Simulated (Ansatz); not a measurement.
Consider CH₃FO (SMILES COF).

```yaml
atoms:
  - { symbol: C, position_ang: [0.8020, -0.2206, 0.4231] }
  - { symbol: F, position_ang: [-0.9414, 0.0584, -0.9510] }
  - { symbol: O, position_ang: [-0.3994, -0.8195, 0.0221] }
  - { symbol: H, position_ang: [1.5054, -0.1389, -0.4097] }
  - { symbol: H, position_ang: [1.1913, -0.9190, 1.1688] }
  - { symbol: H, position_ang: [0.6278, 0.7546, 0.8854] }
```

Geometry: PBE0-D4/def2-TZVP.

Level of theory: Ansatz 0.2.0, isolated molecule in a Gaussian basis; Kohn-Sham density functional theory, functional PBE0.

> What can the converged electron density and electron localisation function tell about the bonding?

C–O (1.40 Å): the density is about 2.1 e/Å³ at the midpoint, with its minimum of 1.8 e/Å³ about 0.5 Å from C; the ELF peaks at about 0.90 between the atoms, as expected for a shared but strongly polarised pair.
O–F (1.42 Å): the density is about 1.9 e/Å³ at the midpoint; the ELF peaks at about 0.70 between the atoms.
C–H (1.09 Å): ρ is about 2 e/Å³ halfway; the ELF climbs to about 1 towards the hydrogen, as it does in any bond to H (a covalent bond by its length).

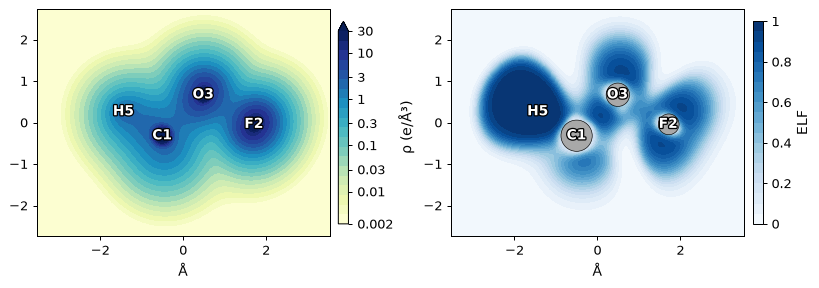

Computed electron density and electron localisation function on the plane of atoms C1, O3 and F2, in this order. Grey discs cover the atomic cores in the ELF map. 
